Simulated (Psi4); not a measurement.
**Single-point calculation of GeH$_{2}$ (charge +1)**

The run: single-point calculation of GeH$_{2}$, charge +1, multiplicity 2. Method and program: BP86/def2-SVP, UKS (Psi4 1.11).

The geometry is that of the parent species in another charge or spin state. The geometry comes from this level: PBE0-D4/def2-TZVP.

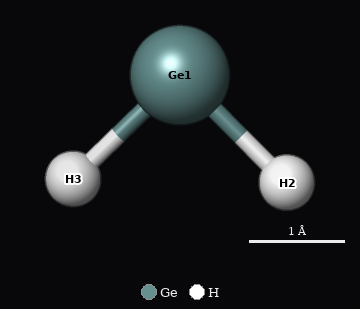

The structure (ball-and-stick view, seen on its broad side; atoms are numbered from 1 in the order of the input). Sticks mark near contacts. Bond lengths as drawn: Ge–H 1.59 Å.

Input file (calc.py):
```python
import psi4

psi4.set_memory(1600000000)
psi4.set_num_threads(1)
psi4.core.set_output_file('output.dat', False)

mol = psi4.geometry("""
1 2
Ge    -1.07733286     0.76552805    -0.49832078
H      1.47965556     1.40520035     0.96187060
H     -0.40232269    -2.17072840    -0.46354982
units au
symmetry c1
""")

options = {'basis': 'def2-SVP', 'reference': 'uks', 'puream': True, 'scf_type': 'pk', 'dft_radial_points': 99, 'dft_spherical_points': 590, 'maxiter': 100}
psi4.set_options(options)

E = psi4.energy("bp86", molecule=mol)
print(f'bp86 energy: {E:.10f} Eh')
```

Run on 1 thread of Intel Xeon @ 2.50GHz (Skylake/Cascade Lake), 16 GiB of memory available, shared host.

Launched with:
```bash
python calc.py
```

Output:
```
=> Loading Basis Set <=

    Name: DEF2-SVP
    Role: ORBITAL
    Keyword: BASIS

         ---------------------------------------------------------
                                   SCF
                              UKS Reference
                        1 Threads,   1525 MiB Core
         ---------------------------------------------------------

  ==> Geometry <==

    Molecular point group: c1
    Full point group: Cs

    Geometry (in Bohr), charge = 1, multiplicity = 2:

       Center              X                  Y                   Z               Mass
    ------------   -----------------  -----------------  -----------------  -----------------
         GE          -0.047164262105     0.030629797081     0.000000000000    73.921177761000
         H            2.896696640718     0.673445697987    -0.000000000000     1.007825032230
         H            0.562671495145    -2.920056570294    -0.000000000000     1.007825032230

  Running in c1 symmetry.

  Rotational constants: A =      6.83497  B =      6.50645  C =      3.33333 [cm^-1]
  Rotational constants: A = 204907.26388  B = 195058.57060  C =  99930.83047 [MHz]
  Nuclear repulsion =   21.473702033599352

  Charge       = 1
  Multiplicity = 2
  Electrons    = 33
  Nalpha       = 17
  Nbeta        = 16

  ==> Algorithm <==

  SCF Algorithm Type is PK.
  DIIS enabled.
  MOM disabled.
  Fractional occupation disabled.
  Guess Type is SAD.
  Energy threshold   = 1.00e-06
  Density threshold  = 1.00e-06
  Integral threshold = 1.00e-12

  ==> Primary Basis <==

  Basis Set: DEF2-SVP
    Blend: DEF2-SVP
    Number of shells: 18
    Number of basis functions: 42
    Number of Cartesian functions: 45
    Spherical Harmonics?: true
    Max angular momentum: 2

  ==> DFT Potential <==

   => LibXC <=

    Version 7.1.2

   => Composite Functional: BP86 <=

    BP86 GGA Exchange-Correlation Functional

    Deriv               =              1
    GGA                 =           TRUE
    Meta                =          FALSE

    Exchange Hybrid     =          FALSE
    MP2 Hybrid          =          FALSE

   => Exchange Functionals <=

    1.0000     XC_GGA_X_B88

   => Correlation Functionals <=

    1.0000     XC_GGA_C_P86

   => LibXC Density Thresholds  <==

    XC_GGA_C_P86:  1.00E-15
    XC_GGA_X_B88:  1.00E-15

   => Molecular Quadrature <=

    Radial Scheme          =       TREUTLER
    Pruning Scheme         =           NONE
    Nuclear Scheme         =       TREUTLER

    Blocking Scheme        =         OCTREE
    BS radius alpha        =              1
    Pruning alpha          =              1
    Radial Points          =             99
    Spherical Points       =            590
    Total Points           =         166561
    Total Blocks           =           1285
    Max Points             =            256
    Max Functions          =             42
    Weights Tolerance      =       1.00E-15

  ==> Integral Setup <==

  Using in-core PK algorithm.
   Calculation information:
      Number of atoms:                   3
      Number of AO shells:              18
      Number of primitives:             40
      Number of atomic orbitals:        45
      Number of basis functions:        42

      Integral cutoff                 1.00e-12
      Number of threads:                 1

  Performing in-core PK
  Using 816312 doubles for integral storage.
  We computed 14706 shell quartets total.
  Whereas there are 14706 unique shell quartets.

  ==> DiskJK: Disk-Based J/K Matrices <==

    J tasked:                  Yes
    K tasked:                   No
    wK tasked:                  No
    Memory [MiB]:              966
    Schwarz Cutoff:          1E-12

  Cached 100.0% of DFT collocation blocks in 0.173 [GiB].

  Minimum eigenvalue in the overlap matrix is 2.4030358649E-02.
  Reciprocal condition number of the overlap matrix is 6.7760495246E-03.
    Using symmetric orthogonalization.

  ==> Pre-Iterations <==

  SCF Guess: Superposition of Atomic Densities via on-the-fly atomic UHF (no occupation information).

   -------------------------
    Irrep   Nso     Nmo
   -------------------------
     A         42      42
   -------------------------
    Total      42      42
   -------------------------

  ==> Iterations <==

                        Total Energy        Delta E     RMS |[F,P]|

   @UKS iter SAD: -2074.86961400823657   -2.07487e+03   0.00000e+00
   @UKS iter   1: -2076.63459556688758   -1.76498e+00   5.53640e-02 DIIS/ADIIS
   @UKS iter   2: -2074.16734556971051    2.46725e+00   1.14559e-01 ADIIS
   @UKS iter   3: -2077.70582657828527   -3.53848e+00   1.74736e-02 DIIS/ADIIS
   @UKS iter   4: -2077.79495953132164   -8.91330e-02   2.87166e-03 DIIS/ADIIS
   @UKS iter   5: -2077.79788664893977   -2.92712e-03   4.99718e-04 DIIS/ADIIS
   @UKS iter   6: -2077.79814644096223   -2.59792e-04   1.71290e-05 DIIS
   @UKS iter   7: -2077.79814705542321   -6.14461e-07   4.93246e-06 DIIS
   @UKS iter   8: -2077.79814709468747   -3.92643e-08   5.72621e-07 DIIS
  Energy and wave function converged.

  ==> Post-Iterations <==

   Electrons on quadrature grid:
      Nalpha   =   17.0000000376 ; deviation = 3.761e-08
      Nbeta    =   16.0000000186 ; deviation = 1.860e-08
      Ntotal   =   33.0000000562 ; deviation = 5.621e-08

   @Spin Contamination Metric:   1.906691147E-03
   @S^2 Expected:                7.500000000E-01
   @S^2 Observed:                7.519066911E-01
   @S   Expected:                5.000000000E-01
   @S   Observed:                5.000000000E-01

    Orbital Energies [Eh]
    ---------------------

    Alpha Occupied:

       1A   -397.485275     2A    -49.512898     3A    -44.141973
       4A    -44.138798     5A    -44.137000     6A     -6.313070
       7A     -4.540126     8A     -4.528936     9A     -4.523717
      10A     -1.443144    11A     -1.440907    12A     -1.436399
      13A     -1.430762    14A     -1.428167    15A     -0.779599
      16A     -0.568701    17A     -0.533309

    Alpha Virtual:

      18A     -0.423934    19A     -0.260913    20A     -0.212203
      21A     -0.082748    22A      0.029032    23A      0.033306
      24A      0.038459    25A      0.042679    26A      0.057263
      27A      0.072189    28A      0.186019    29A      0.222578
      30A      0.321701    31A      0.465531    32A      1.083062
      33A      1.153942    34A      1.222255    35A      1.296014
      36A      1.493268    37A      1.579224    38A      1.948032
      39A      1.956162    40A      1.988813    41A      2.061889
      42A      2.203552

    Beta Occupied:

       1A   -397.484097     2A    -49.512503     3A    -44.141610
       4A    -44.137226     5A    -44.136592     6A     -6.311595
       7A     -4.538724     8A     -4.525964     9A     -4.522907
      10A     -1.439981    11A     -1.436641    12A     -1.434880
      13A     -1.426964    14A     -1.424822    15A     -0.758410
      16A     -0.549796

    Beta Virtual:

      17A     -0.482135    18A     -0.407141    19A     -0.233682
      20A     -0.190854    21A     -0.072634    22A      0.040551
      23A      0.057928    24A      0.067853    25A      0.070009
      26A      0.079841    27A      0.082662    28A      0.207876
      29A      0.241565    30A      0.346917    31A      0.495870
      32A      1.113150    33A      1.182421    34A      1.249973
      35A      1.325859    36A      1.519820    37A      1.604908
      38A      1.963000    39A      1.968087    40A      2.008176
      41A      2.075436    42A      2.222858

    Final Occupation by Irrep:
              A
    DOCC [    16 ]
    SOCC [     1 ]
    NA   [    17 ]
    NB   [    16 ]

  @UKS Final Energy: -2077.79814709468747

   => Energetics <=

    Nuclear Repulsion Energy =             21.4737020335993520
    One-Electron Energy =               -2926.5031795039358258
    Two-Electron Energy =                 906.9211683486134916
    DFT Exchange-Correlation Energy =     -79.6898379729642272
    Empirical Dispersion Energy =           0.0000000000000000
    VV10 Nonlocal Energy =                  0.0000000000000000
    Total Energy =                      -2077.7981470946874651

  UHF NO Occupations:
  HONO-2 :   15  A 1.9996578
  HONO-1 :   16  A 1.9994389
  HONO-0 :   17  A 1.0000000
  LUNO+0 :   18  A 0.0005611
  LUNO+1 :   19  A 0.0003422
  LUNO+2 :   20  A 0.0000256
  LUNO+3 :   21  A 0.0000174

Computation Completed

Properties will be evaluated at   0.000000,   0.000000,   0.000000 [a0]

Properties computed using the SCF density matrix

 Multipole Moments:

 ------------------------------------------------------------------------------------
     Multipole            Electronic (a.u.)      Nuclear  (a.u.)        Total (a.u.)
 ------------------------------------------------------------------------------------

 L = 1.  Multiply by 2.5417464519 to convert [e a0] to [Debye]
 Dipole X            :         -1.8613290            1.9501117            0.0887827
 Dipole Y            :          1.2087289           -1.2664574           -0.0577285
 Dipole Z            :         -0.0000000           -0.0000000           -0.0000000
 Magnitude           :                                                    0.1059007

 ------------------------------------------------------------------------------------

	total time  =          4 seconds =       0.07 minutes
```

Standard output:
```
bp86 energy: -2077.7981470947 Eh
```

Results in brief:

```json
{"quantity": "outcome", "value": "converged"}
{"quantity": "total energy", "value": "−2077.798147 hartree"}
{"quantity": "basis functions", "value": "42"}
{"quantity": "⟨S²⟩", "value": "0.752"}
{"quantity": "wall time", "value": "5.7 s"}
{"quantity": "peak memory", "value": "0.41 GiB"}
```
